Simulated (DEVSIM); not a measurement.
Device: W/SiON/SiO2/p-Si capacitor, at 300 K.

```csv
layer (left to right),material,thickness (nm),Na (cm⁻³)
1,SiON,16.0,-
2,SiO2,1.30,-
3,Si,17000,1.2e15
```

Metal gate on the left, work function 4.6 eV. Fixed charge at the semiconductor interface 1.4e10 cm⁻² (in units of +e); no interface traps.

The device is made up for the run: typed textbook-type constants, with dimensions and the other settings drawn at random. Values at 300 K.

```csv
parameter,SiON,SiO2,Si
gap (eV),7,9,1.124
affinity (eV),1.4,0.9,4.05
permittivity,5.5,3.9,11.7
Nc (cm⁻³),-,-,2.86e19
Nv (cm⁻³),-,-,3.1e19
```

Simulated with DEVSIM: 1D Poisson equation in equilibrium, Boltzmann statistics, complete ionisation; no quantum confinement or tunnelling. Metal contacts follow the ideal Schottky-Mott rule: no Fermi-level pinning, no interface dipoles.

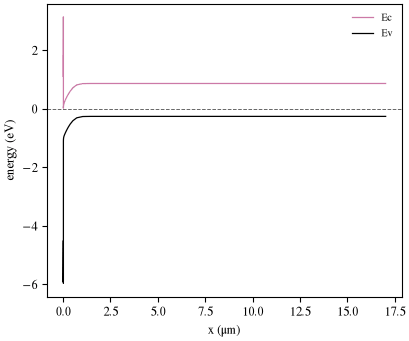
*Band edges at 2.1 V on the gate*

Energies count from the Fermi level of the right contact; mesh points crowd at the junctions.

```csv
x (μm),Ec (eV),Ev (eV),n (cm⁻³),p (cm⁻³),field (V/cm)
0.000,1.100,-5.900,< 1e2,< 1e2,870000
0.001977,1.273,-5.727,< 1e2,< 1e2,870000
0.006585,1.676,-5.324,< 1e2,< 1e2,870000
0.01282,2.220,-4.780,< 1e2,< 1e2,870000
0.01597,2.496,-4.504,< 1e2,< 1e2,980000
0.01682,3.100,-5.900,< 1e2,< 1e2,1200000
0.01813,0.034,-1.090,7.6e18,< 1e2,250000
0.02415,0.105,-1.019,5.0e17,230,65000
0.03828,0.160,-0.964,5.8e16,2000,27000
0.07947,0.238,-0.886,2.9e15,41000,16000
0.1912,0.394,-0.730,6.8e12,1.7e7,13000
0.7189,0.812,-0.312,650000,1.8e14,3200
2.026,0.861,-0.263,97000,1.2e15,≈ 0
5.764,0.861,-0.263,97000,1.2e15,≈ 0
13.73,0.861,-0.263,97000,1.2e15,≈ 0
15.87,0.861,-0.263,97000,1.2e15,≈ 0
16.62,0.861,-0.263,97000,1.2e15,≈ 0
16.87,0.861,-0.263,97000,1.2e15,≈ 0
16.98,0.861,-0.263,97000,1.2e15,≈ 0
17.01,0.861,-0.263,97000,1.2e15,≈ 0
17.01,0.861,-0.263,97000,1.2e15,≈ 0
17.02,0.861,-0.263,97000,1.2e15,≈ 0
```
